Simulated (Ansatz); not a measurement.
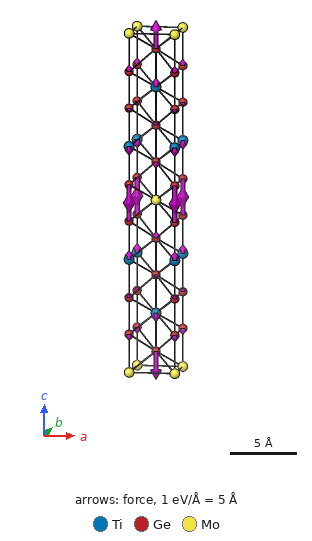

Starting geometry of crystalline Ti₂Ge₆Mo (a generated structure, set up in I4/mmm) (coarse preliminary run) with the computed forces as purple arrows. The picture is a ball-and-stick view of the conventional cell (2 times the calculation's cell), seen slightly off an axis. Lengths and directions refer to the drawn axes.

Computed with DFT PBE, scalar-relativistic, plane waves, PAW (Ansatz 0.2.0). Settings: plane-wave cutoff 420 eV; k-point mesh 6 × 6 × 6; occupations gaussian; smearing width 0.1 eV; no spin polarisation; cell and atoms relaxed; force threshold 0.04 eV/Å; at most 70 steps.

Question: What follows when this structure is relaxed?

Answer: It isn't relaxed: the largest force vector, on Ge atoms, is 0.45 eV/Å. The final displacements follow the starting forces only in part (cosine between the two patterns 0.67). Over 3 accepted moves (4 points after the start) the energy falls by 0.800 eV per cell of the calculation. The largest force component goes from 0.45 to 0.024 eV/Å. Pressure: −11.33 GPa at the start and 0.01 GPa at the end. At 1 point the geometry stayed and the basis and grid were re-selected for the new cell (energy shift of 4.3 meV per cell of the calculation at most each time). The largest moves relative to the cell, 0.060 Å, are those of Ge atoms. By element the largest moves are Ge 0.060 Å, Ti 0.043 Å. Mo stays in place. Cell: a = b 3.527 → 3.346 Å (−5.1 %), c 26.087 → 25.691 Å (−1.5 %). Volume −11.4 %. Some distances before and after: Ge–Ge 2.929 → 2.791 Å, Ge–Mo 2.863 → 2.727 Å, Ge–Ti 2.863 → 2.750 Å, Ge–Mo 2.942 → 2.837 Å. The space group stays I4/mmm (No. 139).
